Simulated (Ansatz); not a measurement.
## Screening in RbSb4F13 (I4/m)

How strongly does RbSb4F13 (I4/m) screen? Routes: perturbation theory, a sum over states and the RPA step of G0W0.

Calculated with Ansatz 0.2.0; linear response on PBE, plane waves, PAW.

### Step 1. The starting structure

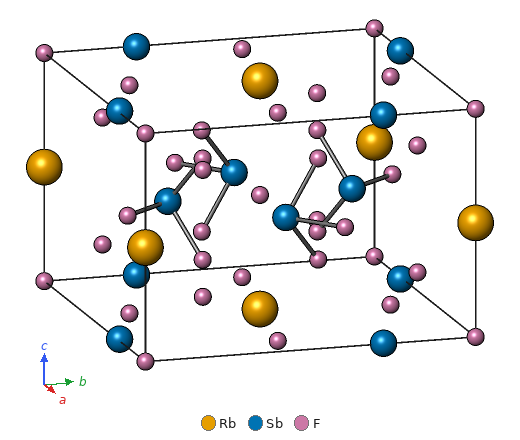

The cell as given, slightly off an axis (rubidium orange, antimony blue, fluorine pink). This picture shows the conventional cell, with its axes. Bonds to atoms that aren't drawn are left out. Some periodic images of atoms are drawn too.

Geometry: measured cell, ions relaxed with PBE. The runs that relaxed it are not among those shown. Spin-orbit coupling is left out unless a step names it.

### Step 2. Response to a homogeneous field

The response to a uniform field gives ε∞, a yardstick for the screening that GW builds on its mesh.

This step: dielectric response by perturbation theory, PBE, plane waves, PAW; PAW set soft_1.

input.yaml

```yaml
crystal:
  lattice:
    - [-4.8175, 4.8175, 3.2815]
    - [4.8175, -4.8175, 3.2815]
    - [4.8175, 4.8175, -3.2815]
  atoms:
    - { symbol: Rb, position: [0.5, 0.5, 0.0] }
    - { symbol: Sb, position: [0.0063970689, 0.2770921314, 0.2834892002] }
    - { symbol: Sb, position: [0.2770921314, 0.9936029311, 0.2706950625] }
    - { symbol: Sb, position: [0.9936029311, 0.7229078686, 0.7165107998] }
    - { symbol: Sb, position: [0.7229078686, 0.0063970689, 0.7293049375] }
    - { symbol: F, position: [0.0, 0.0, 0.0] }
    - { symbol: F, position: [0.5614796371, 0.8766087358, 0.4380883729] }
    - { symbol: F, position: [0.8766087358, 0.4385203629, 0.3151290987] }
    - { symbol: F, position: [0.4385203629, 0.1233912642, 0.5619116271] }
    - { symbol: F, position: [0.1233912642, 0.5614796371, 0.6848709013] }
    - { symbol: F, position: [0.4300990428, 0.3344864191, 0.3207384218] }
    - { symbol: F, position: [0.3344864191, 0.0137479972, 0.9043873762] }
    - { symbol: F, position: [0.0137479972, 0.109360621, 0.6792615782] }
    - { symbol: F, position: [0.109360621, 0.4300990428, 0.0956126238] }
    - { symbol: F, position: [0.5699009572, 0.6655135809, 0.6792615782] }
    - { symbol: F, position: [0.6655135809, 0.9862520028, 0.0956126238] }
    - { symbol: F, position: [0.9862520028, 0.890639379, 0.3207384218] }
    - { symbol: F, position: [0.890639379, 0.5699009572, 0.9043873762] }
kpoints:
  mp_grid: { grid: [4, 4, 4] }
hamiltonian:
  xc: pbe
  pseudopotentials: { kind: paw, azcp: { folder: soft_1 } }
scf:
  occupations: { method: fixed }
dielectric: {}
```

On the command line:

```sh
$ ansatz run input.yaml --threads 2 --pin off --max-ram 92160MiB --backend cuda --events-out ev --progress --plain --runs-dir out --devices 1 --max-vram 13GiB
```

Numbers of over 12 decimals in the logs are rounded to 6 here.

Output:

```text
GPUs: using 1 of 1 available (devices: 1).
Engine: ansatz 0.2.0, x86_64-unknown-linux-gnu
Pseudopotentials: kind: paw
Pseudopotential: Rb, paw, valence charge 9, recommended cutoff 420 eV (normal), soft_1/Rb.paw.azcp
Pseudopotential: Sb, paw, valence charge 15, recommended cutoff 420 eV (normal), soft_1/Sb.paw.azcp
Pseudopotential: F, paw, valence charge 7, recommended cutoff 420 eV (normal), soft_1/F.paw.azcp
Functional definition: PBE
  parameter kappa = 0.804
  parameter beta = 0.066725
  exchange = pbe_x(kappa = kappa, mu = beta*pi^2/3)
  correlation = pbe_c(beta = beta)
device memory: the entry about to start is reckoned to put 4.1 GiB on a device that reports 46.3 GiB free (of which the cap on the GPU budget leaves the run 13.0 GiB)
GPU FFT provider: cuFFT
GPU libraries: cuBLAS 13.8.2, cuFFT 12.4.0, cuSOLVER 12.3.4
Crystal: 18 atoms, lattice volume = 304.632 Å³
Basis set: ecut = 420 eV, 5959 PW (Γ), exchange–correlation on 108×108×108 points (8 copies of the dense FFT grid, shifted against one another)
Bands: 98, of which v1, the nominal top of the filled ones, is band 80 counted from 1 (79 counted from 0)
Symmetry: 8 space group operations
k-points: 36 of 64 (irreducible under 1 space group operation, time reversal used)
Non-local potential: Rb, projectors of the file, l = 0: 3, l = 1: 2, l = 2: 2
Non-local potential: Sb, projectors of the file, l = 0: 2, l = 1: 2, l = 2: 2, l = 3: 1
Non-local potential: F, projectors of the file, l = 0: 2, l = 1: 2, l = 2: 1
PAW form: soft (Blöchl's): semilocal exchange-correlation on the pseudo side does not see the compensation charge
PAW one-centre angular grid: Rb, 110 points (default); XC on 64 Gauss nodes
PAW one-centre angular grid: Sb, 590 points (default); XC on 64 Gauss nodes
PAW one-centre angular grid: F, 110 points (default); XC on 64 Gauss nodes
Initial density: superposition of atomic densities (chi_scale 0.1, normalization cell, long waves kept (reshape's long-wave potential 0.05 eV rms))
Initial wavefunctions: pseudopotential atomic-orbital guess
GPU buffer pool allocated for 157464 grid points (all kernels)
GPU transforms: local potential and band sums: pruned to the plane-wave sphere, on 54×54×54
Functional: x = pbe(κ = 0.804, μ = 0.219515), c = pbe(β = 0.066725)
SCF iter   1: F=—  HF=-39728.622087 eV  |F-HF|=—  |Δ(HF+E_count)|=         —  Δρ=9.61e-2  dr2=2.50e1  ethr=3.10e-3  ⟨swp⟩=4.5  Hψ=13367  notcnv=0  defer=533
preconditioner: auto → Resta (q_TF=auto, 2.451 Å⁻¹)  ε∞=3.9  [insulator: Δε(μ)=4.035 eV  Ē_g=13.472 eV  n_scr=70 (ndim 8)  ℏωp=23.1 eV  f_vac=0.078  ε∞_Penn≈3.9]
SCF iter   2: F=—  HF=-39721.696393 eV  |F-HF|=—  |Δ(HF+E_count)|=    6.93e0  Δρ=3.66e-2  dr2=4.16e0  ethr=3.10e-3  ⟨swp⟩=3.0  Hψ=7479  notcnv=0  defer=399
SCF iter   3: F=—  HF=-39720.733863 eV  |F-HF|=—  |Δ(HF+E_count)|=   9.63e-1  Δρ=1.53e-2  dr2=1.25e0  ethr=2.60e-3  ⟨swp⟩=3.0  Hψ=6397  notcnv=0  defer=489
SCF iter   4: F=—  HF=-39720.333524 eV  |F-HF|=—  |Δ(HF+E_count)|=   4.00e-1  Δρ=5.01e-3  dr2=1.34e-1  ethr=7.80e-4  ⟨swp⟩=2.6  Hψ=5537  notcnv=0  defer=554
SCF iter   5: F=—  HF=-39720.312622 eV  |F-HF|=—  |Δ(HF+E_count)|=   2.09e-2  Δρ=4.68e-3  dr2=5.07e-2  ethr=8.37e-5  ⟨swp⟩=2.0  Hψ=6304  notcnv=0  defer=572
SCF iter   6: F=—  HF=-39720.303712 eV  |F-HF|=—  |Δ(HF+E_count)|=   8.91e-3  Δρ=1.56e-3  dr2=6.69e-3  ethr=3.17e-5  ⟨swp⟩=2.6  Hψ=4951  notcnv=0  defer=575
SCF iter   7: F=—  HF=-39720.303348 eV  |F-HF|=—  |Δ(HF+E_count)|=   3.65e-4  Δρ=3.23e-4  dr2=4.53e-4  ethr=4.18e-6  ⟨swp⟩=2.0  Hψ=5833  notcnv=0  defer=575
SCF iter   8: F=—  HF=-39720.303795 eV  |F-HF|=—  |Δ(HF+E_count)|=   4.47e-4  Δρ=1.94e-4  dr2=8.08e-5  ethr=2.83e-7  ⟨swp⟩=2.0  Hψ=4994  notcnv=0  defer=570
SCF iter   9: F=—  HF=-39720.303518 eV  |F-HF|=—  |Δ(HF+E_count)|=   2.77e-4  Δρ=8.04e-5  dr2=1.41e-5  ethr=5.05e-8  ⟨swp⟩=2.0  Hψ=4998  notcnv=0  defer=366
SCF iter  10: F=—  HF=-39720.304650 eV  |F-HF|=—  |Δ(HF+E_count)|=   1.13e-3  Δρ=2.07e-5  dr2=1.27e-6  ethr=8.82e-9  ⟨swp⟩=2.0  Hψ=4639  notcnv=0  defer=366
SCF iter  11: F=—  HF=-39720.304651 eV  |F-HF|=—  |Δ(HF+E_count)|=   1.19e-6  Δρ=4.62e-6  dr2=6.17e-8  ethr=7.92e-10  ⟨swp⟩=2.0  Hψ=5187  notcnv=0  defer=366
SCF iter  12: F=—  HF=-39720.304652 eV  |F-HF|=—  |Δ(HF+E_count)|=   5.51e-8  Δρ=3.92e-6  dr2=3.06e-8  ethr=3.86e-11  ⟨swp⟩=2.1  Hψ=5322  notcnv=0  defer=366
SCF iter  13: F=—  HF=-39720.304652 eV  |F-HF|=—  |Δ(HF+E_count)|=  1.46e-10  Δρ=7.56e-7  dr2=1.66e-9  ethr=1.91e-11  ⟨swp⟩=2.0  Hψ=5286  notcnv=0  defer=366
SCF iter  14: F=—  HF=-39720.304652 eV  |F-HF|=—  |Δ(HF+E_count)|=  3.64e-10  Δρ=2.16e-7  dr2=1.82e-10  ethr=1.04e-12  ⟨swp⟩=2.0  Hψ=4725  notcnv=0  defer=366
SCF iter  15: F=-39720.304652 eV  HF=-39720.304652 eV  |F-HF|=7.28e-11  |Δ(HF+E_count)|=  1.75e-10  Δρ=2.19e-7  dr2=9.58e-11  ethr=1.00e-12  ⟨swp⟩=14.0  Hψ=17581  notcnv=0
SCF 1 converged in 15 iterations: F = -39720.304652 eV  dr2 = 9.58e-11
  greatest PAW one-centre occupation: 0.997 electrons in one spin orbital (limit 2), on the Sb atom at site 4 (counted from 0), in its partial waves of l = 2
the response reads at least the filled bands of the reference SCF and the lowest empty band at each k-point, and that SCF's band table does not vouch for those bands. The notice of the band table in this run's record says why
device memory: the entry about to start is reckoned to put 1.4 GiB on a device that reports 53.6 GiB free (of which the cap on the GPU budget leaves the run 12.7 GiB)
NSCF: frozen V_eff on 1 k-points
device memory: the entry about to start is reckoned to put 0.1 GiB (of the 0.4 GiB reckoned in all, the device holds 0.4 GiB already) on a device that reports 53.6 GiB free (of which the cap on the GPU budget leaves the run 12.7 GiB)
device memory: the entry about to start is reckoned to put 4.6 GiB (of the 4.9 GiB reckoned in all, the device holds 0.4 GiB already) on a device that reports 53.5 GiB free (of which the cap on the GPU budget leaves the run 12.7 GiB)
DFPT response loops at Γ: preconditioner auto → Resta (q_TF=auto, 2.451 Å⁻¹)  ε∞=3.6 (no band partly filled); β = 1.00, the filter's whole step (`scf.mixing.beta` (0.50) is not read by the response loops at its default; to damp them type it under 1.00, their step now; it binds the ground state too); Broyden in place of MSR1
SCF converged after 15 iterations
Free energy (F): -39720.304652 eV
Harris-Foulkes:  -39720.304652 eV  (|F-HF|=7.28e-11)
Internal energy: -39720.304652 eV  (E = F + TS)
E sigma→0 (E₀):  -39720.304652 eV
Fermi energy:    2.887113 eV
--- Per-component energies (eV) ---
  E_band       = -1504.914357
  E_kinetic    = 3390.611964
  E_local      = -16330.623767  (includes V_loc(G=0)·N_el)
  E_nonlocal   = 2870.136100
  E_hartree    = 6362.598543
  E_xc         = -1521.827143
  E_vxc        = -1776.300501  (∫ρ·V_xc dr)
  E_paw        = -23443.391427  (= ΣΔE_a)
  E_vpaw       = -2383.944979  (= ΣTr[D̂ρ^β])
  E_aug_tail   = 0.009679  (compensation charges beyond the density's cutoff)
  E_ewald      = -11047.818601
  E_smearing   = -0.000000  (= −TS)
  E_closure    = -0.000000  (closes the sum)
  Σ components = -39720.304652   (vs F -39720.304652, Δ=0.00e0)
--- Band table (eV; the first three rows and the last of 36) ---
  k-point 0: bands = [... 76 lower, 2.3638, 2.5839, 2.8071, 2.8071, 7.9606, 8.5320, 8.5419, 8.5419, ... 14 higher]
  k-point 1: bands = [... 76 lower, 2.3593, 2.6181, 2.7208, 2.8480, 8.0117, 8.2403, 8.4629, 8.7222, ... 14 higher]
  k-point 2: bands = [... 76 lower, 2.3555, 2.5773, 2.6712, 2.8735, 8.1310, 8.1987, 8.3819, 8.4110, ... 14 higher]
  k-point 35: bands = [... 76 lower, 2.5018, 2.7293, 2.7293, 2.8096, 7.8600, 7.8800, 7.9043, 8.8309, ... 14 higher]
--- Dielectric response (ions clamped): 2 representative field directions + reference, on 36 of 64 k-points (Σ response iterations 23) ---
  k mesh reduced under 1 symmetry operation, with k and −k counted as one. Each operation leaves every solved perturbation unchanged. A smaller set is not considered because the run solves the response to a homogeneous field
  ε∞ (high-frequency dielectric tensor):
        2.752367    -0.000000     0.000000
        0.000000     2.752367     0.000000
        0.000000     0.000000     2.517521
  Born effective charges Z* (e; rows j = field, columns β = displacement):
    site 0:
         1.19472   -0.08549    0.00000
         0.08549    1.19472    0.00000
         0.00000    0.00000    1.59808
    site 1:
         4.07955   -0.29675    0.00000
        -0.21248    3.15726    0.00000
         0.00000    0.00000    2.72899
    site 2:
         3.15726    0.21248    0.00000
         0.29675    4.07955    0.00000
         0.00000    0.00000    2.72899
    site 3:
         4.07955   -0.29675    0.00000
        -0.21248    3.15726    0.00000
         0.00000    0.00000    2.72899
    site 4:
         3.15726    0.21248    0.00000
         0.29675    4.07955    0.00000
         0.00000   -0.00000    2.72899
    site 5:
        -2.01884   -0.17987    0.00000
         0.17987   -2.01884   -0.00000
         0.00000    0.00000   -0.59537
    site 6:
        -1.00215   -0.36324    0.00000
        -0.74445   -1.77899   -0.00000
         0.00000   -0.00000   -0.66678
    site 7:
        -1.77899    0.74445    0.00000
         0.36324   -1.00215    0.00000
         0.00000   -0.00000   -0.66678
    site 8:
        -1.00215   -0.36324    0.00000
        -0.74445   -1.77899   -0.00000
         0.00000   -0.00000   -0.66678
    site 9:
        -1.77899    0.74445    0.00000
         0.36324   -1.00215    0.00000
         0.00000    0.00000   -0.66678
    site 10:
        -1.04796    0.30573   -0.30972
         0.38786   -0.97384    0.13295
        -0.46413    0.17083   -1.15644
    site 11:
        -0.97384   -0.38786   -0.13295
        -0.30573   -1.04796   -0.30972
        -0.17083   -0.46413   -1.15644
    site 12:
        -1.04796    0.30573    0.30972
[...]
site 13:
[...]
site 14:
        -1.04796    0.30573   -0.30972
         0.38786   -0.97384    0.13295
        -0.46413    0.17083   -1.15644
    site 15:
        -0.97384   -0.38786   -0.13295
        -0.30573   -1.04796   -0.30972
        -0.17083   -0.46413   -1.15644
    site 16:
        -1.04796    0.30573    0.30972
         0.38786   -0.97384   -0.13295
         0.46413   -0.17083   -1.15644
    site 17:
        -0.97384   -0.38786    0.13295
        -0.30573   -1.04796    0.30972
         0.17083    0.46413   -1.15644
  Z* charge neutrality: 1.499e-5 e pre-enforcement
  k-mesh period / interband length: 26.3 Å / 0.99 Å = 26.57 at k = (0.2500, 0.2500, 0.2500), direct gap 4.803 eV — 14 or more, which is no proof of convergence
```

Run time: 91 s. Hardware: 1 × NVIDIA H100 80GB HBM3 (shared by 6 runs) with 2 threads of AMD EPYC 7R13 (Zen 3), shared host; peak memory 3.6 GiB.

Reading the cycles: dr2 is the Hartree energy of the density residual (eV), the measure of convergence; HF is the Harris–Foulkes estimate of the energy, which meets the free energy F at convergence.

One over ε∞ averages 0.37, above the quarter of exact exchange in PBE0, which should therefore fall short.

High-frequency dielectric tensor:

```
2.75 0.00 0.00
0.00 2.75 0.00
0.00 0.00 2.52
```

Born effective charge (e), principal values of the symmetric part by kind of site:

| atom | atoms with these values | low | middle | high | mean |
| --- | --- | --- | --- | --- | --- |
| Rb1 | 1 | 1.19 | 1.19 | 1.60 | 1.33 |
| Sb2 | 4 | 2.73 | 3.09 | 4.15 | 3.32 |
| F6 | 1 | -2.02 | -2.02 | -0.60 | -1.54 |
| F7 | 4 | -2.07 | -0.71 | -0.67 | -1.15 |
| F11 | 8 | -1.67 | -0.91 | -0.60 | -1.06 |

In full for F6:

```
-2.02 -0.18  0.00
 0.18 -2.02  0.00
 0.00  0.00 -0.60
```

### Step 3. Independent-particle spectrum

The independent-particle spectrum shows where the oscillator strength lies, before excitons and local fields.

This step: independent-particle optics on PBE, plane waves, PAW; PAW set soft_1.

input.yaml, as its differences from that of step 2:

```diff
@@ -31,2 +31,4 @@
   occupations: { method: fixed }
-dielectric: {}
+  n_extra_bands: 208
+output:
+  optics: { e_range: [0, 25], de: 0.1, sigma: 0.2 }
```

Output:

```text
[...]
GPUs: using 1 of 1 available (devices: 1).
[...]
GPU FFT provider: cuFFT
GPU libraries: cuBLAS 13.8.2, cuFFT 12.4.0, cuSOLVER 12.3.4
Crystal: 18 atoms, lattice volume = 304.632 Å³
Basis set: ecut = 420 eV, 5959 PW (Γ)
Bands: 288, of which v1, the nominal top of the filled ones, is band 80 counted from 1 (79 counted from 0)
Symmetry: 8 space group operations
[...]
k-points: 14 of 64
[...]
GPU buffer pool allocated for 157464 grid points (all kernels)
[...]
SCF iter   1: F=—  HF=-39728.624429 eV  |F-HF|=—  |Δ(HF+E_count)|=         —  Δρ=9.60e-2  dr2=2.50e1  ethr=3.10e-3  ⟨swp⟩=5.0  Hψ=13832  notcnv=0  defer=2877
[...]
SCF iter  14: F=-39720.304936 eV  HF=-39720.304936 eV  |F-HF|=7.28e-12  |Δ(HF+E_count)|=  1.67e-10  Δρ=5.01e-8  dr2=6.41e-12  ethr=1.00e-12  ⟨swp⟩=14.5  Hψ=37403  notcnv=0
SCF 1 converged in 14 iterations: F = -39720.304936 eV  dr2 = 6.41e-12
[...]
Optics k sum: 0 of 14 k-points
Optics k sum: 1 of 14 k-points
[...]
Optics k sum: 14 of 14 k-points
[...]
SCF converged after 14 iterations
Free energy (F): -39720.304936 eV
[...]
Internal energy: -39720.304936 eV  (E = F + TS)
E sigma→0 (E₀):  -39720.304936 eV
Fermi energy:    2.887130 eV
[...]
--- Band table (eV; the first three rows and the last of 14) ---
  k-point 0: bands = [... 76 lower, 2.3638, 2.5839, 2.8071, 2.8071, 7.9606, 8.5320, 8.5419, 8.5419, ... 204 higher]
  k-point 1: bands = [... 76 lower, 2.3593, 2.6182, 2.7208, 2.8480, 8.0117, 8.2403, 8.4630, 8.7222, ... 204 higher]
  k-point 2: bands = [... 76 lower, 2.3555, 2.5773, 2.6712, 2.8735, 8.1310, 8.1987, 8.3819, 8.4110, ... 204 higher]
  k-point 13: bands = [... 76 lower, 2.5018, 2.7293, 2.7293, 2.8096, 7.8601, 7.8800, 7.9043, 8.8310, ... 204 higher]
```

Elapsed: 54 s, on 1 × NVIDIA H100 80GB HBM3 (shared by 6 runs) with 2 threads; peak memory 3.6 GiB; 57 s of CPU time.

Numbers from this step:

```yaml
eps_infinity_without_local_fields_xx_yy_zz: 3.072, 3.072, 3.077
electrons_in_the_f_sum_xx_yy_zz: 110.3, 110.3, 110.2
bands_in_the_explicit_sum_the_static_value_is_completed_to_all_bands: 288
```

The sum gives ε∞ = 3.07 and 3.08 without local fields.

The ε₂ has structure finer than the step of the table below, so its rows give means over 1 eV, whole bins alone (the curve runs from 0 to 25 eV). Peaks (eV: height): xx=yy 5.3: 4.23, 6.3: 4.17, 17.3: 1.83, 18.2: 2.08; zz 5.7: 6.71, 6.6: 4.14, 8.5: 3.13, 11.5: 1.94, 18.6: 2.44.

Independent particles, no local fields, Gaussian width 0.2 eV. Table of ε₂ by photon energy; means over each step:

| photon energy (eV) | xx=yy | zz |
| --- | --- | --- |
| 4 | 3.6e-4 | 9.4e-6 |
| 5 | 1.99 | 1.08 |
| 6 | 3.20 | 4.47 |
| 7 | 2.82 | 2.53 |
| 8 | 2.82 | 2.27 |
| 9 | 2.38 | 2.47 |
| 10 | 1.54 | 1.46 |
| 11 | 0.847 | 1.10 |
| 12 | 0.518 | 0.999 |
| 13 | 0.942 | 1.14 |
| 14 | 1.07 | 1.13 |
| 15 | 1.09 | 1.28 |
| 16 | 1.07 | 1.03 |
| 17 | 1.57 | 0.982 |
| 18 | 1.66 | 2.04 |
| 19 | 1.33 | 1.54 |
| 20 | 0.975 | 0.781 |
| 21 | 0.885 | 0.679 |
| 22 | 0.684 | 0.587 |
| 23 | 0.550 | 0.543 |
| 24 | 0.483 | 0.508 |

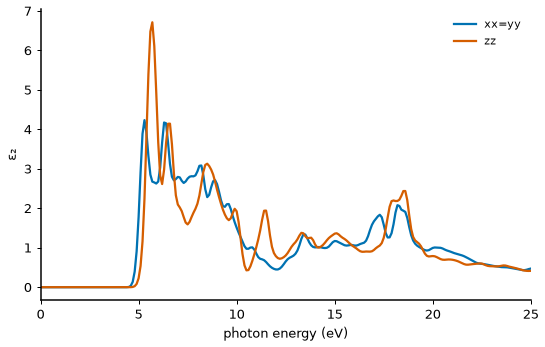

ε₂, plotted against photon energy.

The loss function has structure finer than the step of the table below, so its rows give means over 1 eV, whole bins alone (the curve runs from 0 to 25 eV). Peaks (eV: height): xx=yy 10.4: 0.836, 17.6: 0.526, 22.1: 1.08; zz 6.9: 0.380, 10.3: 1.17, 11.8: 0.735, 15.8: 0.509, 19.7: 1.20.

Independent particles, no local fields, Gaussian width 0.2 eV. Table of loss function by photon energy; means over each step:

| photon energy (eV) | xx=yy | zz |
| --- | --- | --- |
| 4 | 1.7e-5 | 0 |
| 5 | 0.0536 | 0.0162 |
| 6 | 0.146 | 0.173 |
| 7 | 0.234 | 0.313 |
| 8 | 0.276 | 0.222 |
| 9 | 0.377 | 0.380 |
| 10 | 0.645 | 0.660 |
| 11 | 0.707 | 0.301 |
| 12 | 0.329 | 0.510 |
| 13 | 0.258 | 0.328 |
| 14 | 0.371 | 0.412 |
| 15 | 0.354 | 0.414 |
| 16 | 0.342 | 0.480 |
| 17 | 0.345 | 0.324 |
| 18 | 0.426 | 0.327 |
| 19 | 0.748 | 0.712 |
| 20 | 0.799 | 1.12 |
| 21 | 0.902 | 1.02 |
| 22 | 1.04 | 0.910 |
| 23 | 0.951 | 0.846 |
| 24 | 0.832 | 0.829 |

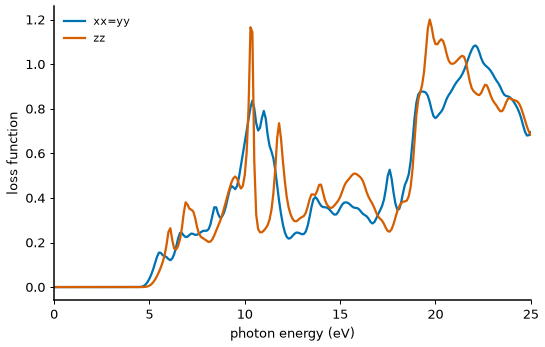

Loss function, plotted against photon energy.

[end of part 1 of 2]

[Paths, hosts, dates, memory and timing lines, banners, echoed tables and standing remarks are left out of the program output.]

[Logs are printed without paths, hosts, clocks, repeated set-up lines and the standing remarks that a program may print on its own settings, such as how far it seeks lower states.]

[Runs of the session that timed out or met a known fault of the program may be left out.]

[Cells called generated may have been cut or substituted from an entry of the Crystallography Open Database or the Materials Project.]

[Hosts, paths, dates, database ids (printed as entryN), source tags and the programs' standing remarks are cut or masked in the printed files.]
